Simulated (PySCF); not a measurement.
# C4H4F2: what the fields show

Input file:

```
{"job": {"kind": "nmr", "xc": "PBE0", "basis": "pcSseg-1"}, "charge": 0, "multiplicity": 1}
C     -1.815690     0.351232    -0.074883
C     -0.678614    -0.315555     0.090361
C      0.629172     0.278356    -0.086493
F      0.663123     1.580742    -0.441832
C      1.808111    -0.327761     0.065647
F      1.886246    -1.617118     0.416532
H     -2.771368    -0.121019     0.065413
H     -1.819856     1.391120    -0.355788
H     -0.660933    -1.358274     0.371901
H      2.768691     0.142933    -0.073385
```

Launched as:

```sh
OMP_NUM_THREADS=1 python probes_run.py task.json out
```

Geometry: GFN2-xTB.

Theory: PBE0/pcSseg-1, SCF density, gas phase, non-relativistic (PySCF).

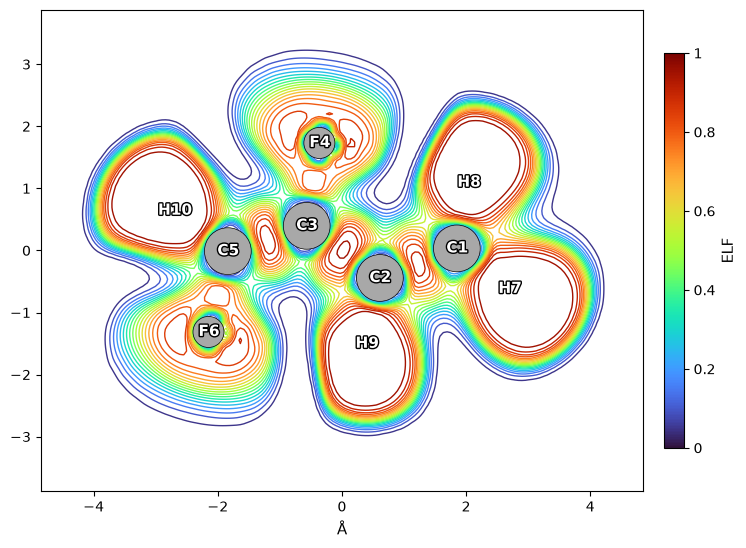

Figure 1. Electron localisation function on the molecular plane. Grey discs cover the atomic cores.

Q: Describe what can be read from this map.

A: The plane passes through C, F and H nuclei.
C–C (1.33 Å): the ELF peaks at about 0.95 between the atoms (a multiple bond).
C–F (1.34 Å): the ELF peaks at about 0.85 between the atoms, as expected for a shared but strongly polarised pair.
C–H (1.08 Å): the ELF climbs to about 1 towards the hydrogen, as it does in any bond to H (an ordinary covalent bond to hydrogen).
C–C (1.45 Å): the ELF peaks at about 0.95 between the atoms: localised, covalent bonding.
The ELF also peaks beside F6 and F4, away from the bonds: lone-pair regions.

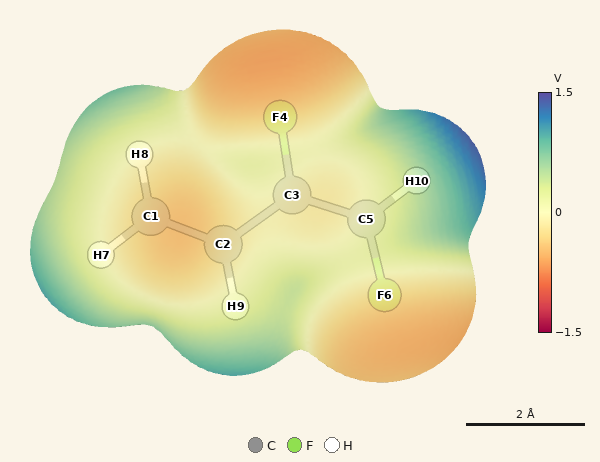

Figure 2. The molecular electrostatic potential painted on the density surface at 0.002 e/bohr³, seen across its widest extent; the colour scale runs from red (negative) to blue (positive).

Q: Where is the surface potential most negative and most positive?

A: The most negative region (about −0.6 V) lies over F4, the most positive (about +1.4 V) over H10.
